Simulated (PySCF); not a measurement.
SMILES C=Cc1ccccc1C=C (C10H10) at its GFN2-xTB optimised geometry (Å):

```
20

C     -2.2853    -1.5459     0.4545
C     -1.1094    -1.3235    -0.1164
C     -0.3453    -0.0824     0.0000
C     -1.0162     1.1393     0.0355
C     -0.3304     2.3372     0.0678
C      1.0553     2.3373     0.0423
C      1.7365     1.1374     0.0000
C      1.0603    -0.0824     0.0000
C      1.8601    -1.3054     0.0302
C      1.5528    -2.4151     0.6884
H     -2.7526    -0.8232     1.1028
H     -2.8176    -2.4710     0.3119
H     -0.6549    -2.0925    -0.7288
H     -2.0961     1.1414     0.0130
H     -0.8734     3.2706     0.0970
H      1.6003     3.2698     0.0508
H      2.8176     1.1344    -0.0143
H      2.8061    -1.2433    -0.4954
H      0.6519    -2.5031     1.2719
H      2.2074    -3.2706     0.6859
```

Level of theory: PBE0/def2-SVP (PySCF).

Map of the log10 of the electron density (e/bohr³), floored at −4 on the plane z = 1.2 Å:

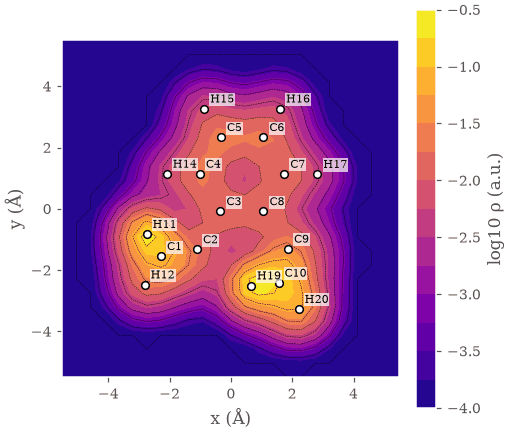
Figure: Log10 of the electron density (e/bohr³), floored at −4 on the plane z = 1.2 Å.
